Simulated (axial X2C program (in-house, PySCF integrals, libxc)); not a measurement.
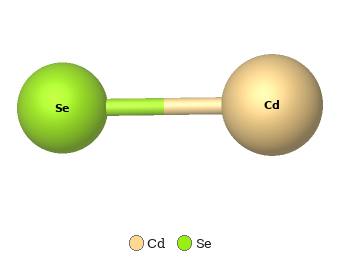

The molecule at the reference distance of 2.463 Å.

# Relativistic diatomic calculation for CdSe⁻

CdSe⁻, single determinant with Ω = 1/2. The distance is the PBE0 minimum at charge −1. Computed at this level: expectation values, HF and Kohn-Sham, two-component X2C with atomic mean-field Coulomb and Gaunt terms, Cd dyall-acv3z, Se dyall-acv3z (cores contracted) (axial X2C program (in-house, PySCF integrals, libxc)).

Log:
```
two-component X2C + atomic mean field  PBE0
basis functions 277  fitting functions 1353  grid points 5803
iter        total energy     max residual
   1      -8016.324972720     2.81e+01
   2      -8018.186948539     2.13e+01
   3      -8018.955067153     1.34e+01
   4      -8019.944757438     7.61e+00
   5      -8020.078144660     3.55e+00
   6      -8020.190267303     1.83e+00
   7      -8020.215618785     1.81e+00
   8      -8020.249171804     8.61e-01
   9      -8020.255007829     1.01e+00
  10      -8020.265208936     6.30e-01
  11      -8020.266206167     4.17e-01
  12      -8020.270478323     1.30e-01
  13      -8020.271206099     1.65e-01
  14      -8020.272108326     4.37e-02
  15      -8020.272343046     9.87e-02
  16      -8020.272472152     1.06e-01
  17      -8020.272516270     4.30e-02
  18      -8020.272564878     1.55e-02
  19      -8020.272578882     2.97e-02
  20      -8020.272587142     1.10e-02
  21      -8020.272590572     2.71e-03
  22      -8020.272591643     4.56e-03
  23      -8020.272592016     2.48e-03
  24      -8020.272592177     1.23e-03
  25      -8020.272592236     6.65e-04
  26      -8020.272592261     5.75e-04
  27      -8020.272592273     3.50e-04
  28      -8020.272592277     2.43e-04
  29      -8020.272592278     1.11e-04
  30      -8020.272592279     6.04e-05
  31      -8020.272592279     7.38e-05
  32      -8020.272592279     2.42e-05
  33      -8020.272592279     1.16e-05
  34      -8020.272592279     3.82e-06
converged
one-electron -11796.72069173  Coulomb 3673.85280946  exact exchange -60.05571507  xc functional -184.04465357  nuclear repulsion 350.63630054  atomic mean-field constant -3.94064191
```

Expectation values by level of theory:

| quantity | PBE0 | HF | BP86 | BHandHLYP | B3LYP |
| --- | --- | --- | --- | --- | --- |
| effective field for an electron dipole moment (GV/cm) | −9.18 | −11.6 | −8.05 | −9.93 | −8.63 |
| field gradient at the first nucleus (a.u.) | −1.96 | −2.94 | −1.55 | −2.14 | −1.75 |
| field gradient at the second nucleus (a.u.) | 3.92 | 3.52 | 3.94 | 4.11 | 4.10 |
| A∥/gI, first nucleus (MHz) | 1650 | 1240 | 1730 | 1420 | 1580 |
| A∥/gI, second nucleus (MHz) | 197 | 130 | 254 | 202 | 245 |

Each column comes from one determinant, in a basis with contracted cores. The spread over the levels shows only part of the uncertainty.

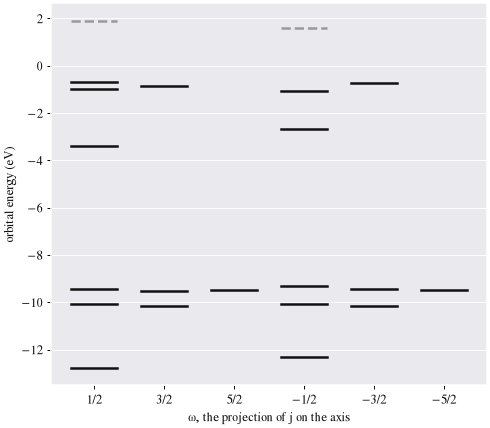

Orbital energies (PBE0) near the frontier at 2.46 Å, filled (solid) and empty (dashed). The highest filled spinor (1/2; 33 % Cd p, 33 % Se p) lies at −0.69 eV, the lowest empty one (−1/2; 38 % Cd s, 29 % Cd p) at 1.58 eV.

Input:
```
{"zs": [48, 34], "q": -1, "bas": ["dyall-acv3z", "dyall-acv3z"], "r0": 2.51, "levels": ["PBE0", "HF", "BP86", "BHandHLYP", "B3LYP"], "nst": 3}
```

The line is the task of a batch: nuclear charges, charge, bases, the levels to run, a first guess of the distance and further settings. This report covers the levels named above. The log is that of the reference distance.

The run was one of a batch that the task file lists, launched with:
```bash
python <driver script> task.json out
```

Summary:

- outcome: converged
- hardware: 1 thread of Intel Xeon (Granite Rapids), 192 GiB of memory available, shared host
- wall time: 10 s
- peak memory: 0.62 GiB
